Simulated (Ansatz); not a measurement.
CH3AuGe

```json
{"atom": "C", "x (Å)": "-0.2881", "y (Å)": "0.1215", "z (Å)": "0.3974"}
{"atom": "Au", "x (Å)": "-1.1593", "y (Å)": "-1.6684", "z (Å)": "-0.1937"}
{"atom": "Ge", "x (Å)": "0.6864", "y (Å)": "-0.0793", "z (Å)": "-1.3147"}
{"atom": "H", "x (Å)": "-0.4502", "y (Å)": "0.6734", "z (Å)": "-2.1516"}
{"atom": "H", "x (Å)": "-1.0911", "y (Å)": "0.8429", "z (Å)": "0.5515"}
{"atom": "H", "x (Å)": "0.2286", "y (Å)": "-0.1199", "z (Å)": "1.3280"}
```

Geometry: PBE0-D4/def2-TZVP; core potentials replace the inner electrons of Au.

Level of theory: isolated molecule in a Gaussian basis; Kohn-Sham density functional theory, functional PBE0 in Ansatz 0.2.0.

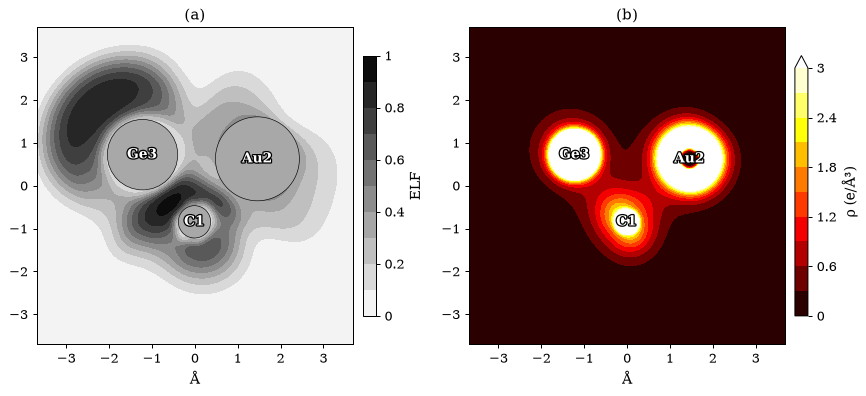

Figure 1. (a) ELF; (b) electron density on the plane of atoms Au2, C1 and Ge3. Grey discs cover the atomic cores in the ELF map.

Read the bonding off the picture.

Answer.
- The section cuts through C, Au and Ge sites.
- C–Ge (1.98 Å): ρ at the midpoint is about 0.8 e/Å³; the ELF peaks at about 0.90 in the valence shell of C, 0.7 Å from its nucleus, and is about 0.65 at the midpoint.
- C–Au (2.08 Å): ρ is about 0.93 e/Å³ halfway, with its minimum of 0.81 e/Å³ about 0.9 Å from C; the ELF peaks at about 0.70 in the valence shell of C, 0.7 Å from its nucleus, and is about 0.40 at the midpoint.

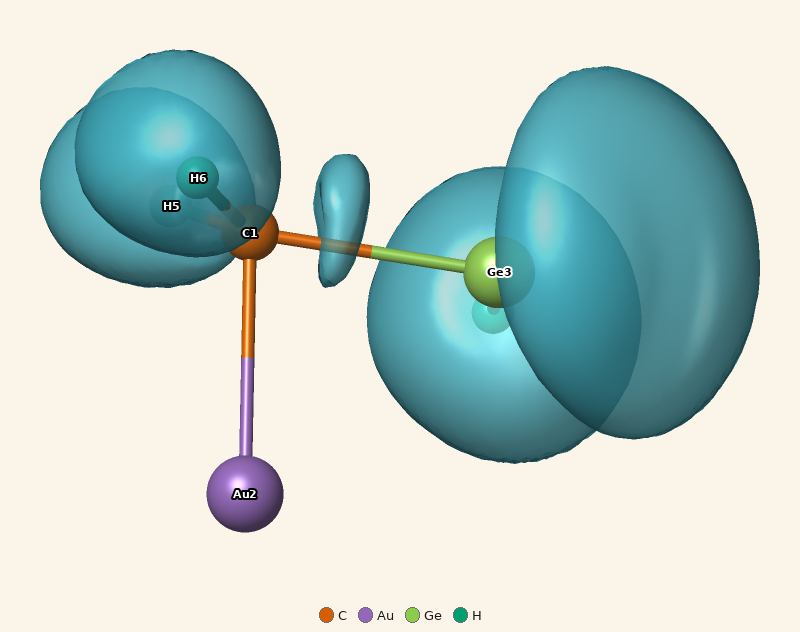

Figure 2. Isosurface of the ELF at 0.85 (cyan), seen at a tilt. Core shells and regions of very low density are left out.

Describe the localisation domains.

Answer. The ELF exceeds this value in three regions around hydrogen nuclei, one lobe of the valence shell of C pointing towards Ge (polar bonds) and one lobe on Ge, pointing away from the bonds (lone pairs).

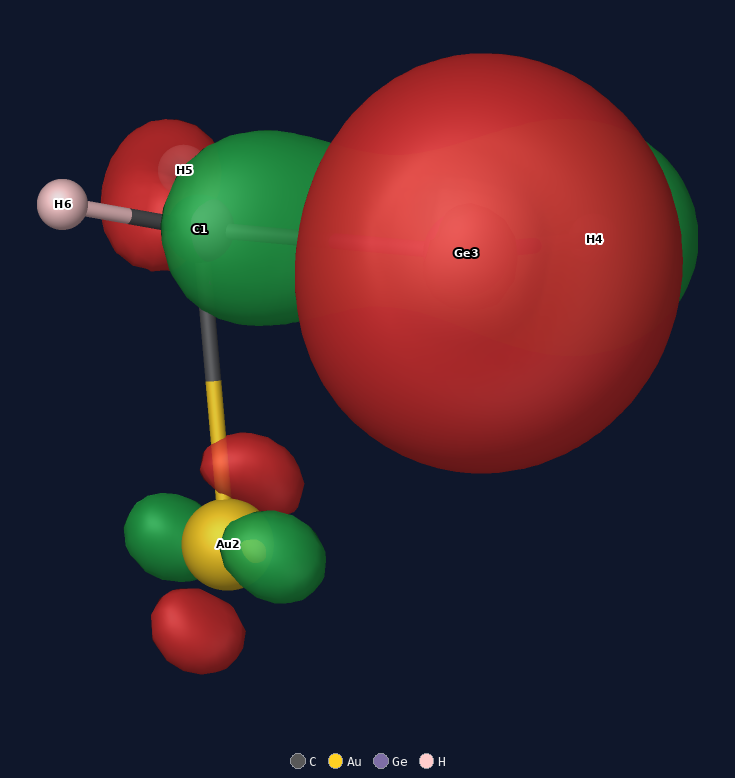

Figure 3. One frontier orbital at ±0.15 Å⁻³ᐟ² (green and red are the two phases), seen across its widest extent.

Which orbital is it: HOMO or LUMO?

Answer. The HOMO, at −6.11 eV. Its weight (Hirshfeld) is mainly on Ge3 (about 65 %), H4 (about 15 %), C1 (about 10 %) and Au2 (about 5 %).
